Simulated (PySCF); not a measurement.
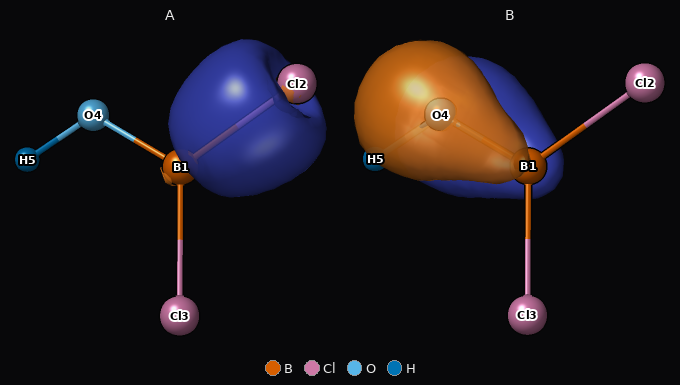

BCl2(OH) (BCl$_{2}$HO). Intrinsic bond orbitals (IBO), occupied; each surface holds about 80 % of the orbital's density. Energies are diagonal elements of the Fock matrix.

Method: PBE0/def2-SVP; geometry: GFN2-xTB; program: PySCF. No frequency check shows the geometry to be a minimum. GFN2-xTB bond lengths at metals and heavier atoms can be off by up to 0.1 Å and shapes distorted, which carries into these values.

**Identify each orbital.**

By panel:
- A: σ bond Cl2–B1 (Cl2 64 %, B1 35 %; −18.6 eV)
- B: lone pair on O4, partly donated to B1 (O4 86 %, B1 13 %; −11.2 eV)

**How do all the valence pairs divide up?**

12 pairs: 7 lone pairs, 4 σ bonds and 1 strongly polarised pair.
